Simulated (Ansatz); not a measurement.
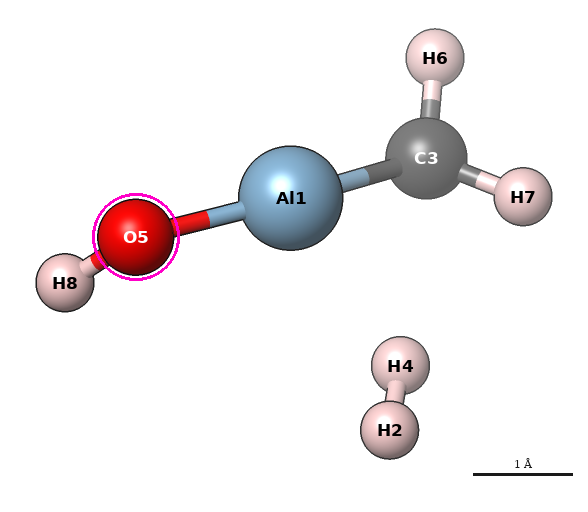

Simulated data, not a measurement (program: Ansatz).

Orthographic view. Atoms fade into the background with distance from the viewer. Geometry: start.

Name the neighbours of the circled atom.

The circled atom is O5; it is bonded to Al1, H8.

Of Al1 and C3, which is nearer the viewer?

Al1; the bond to C3 points away from the viewer, so it looks shorter than its 1.82 Å.

What is the shortest path along bonds from the circled atom to H7?

O5–Al1–C3–H7, 3 bonds; through space the two are 4.15 Å apart.
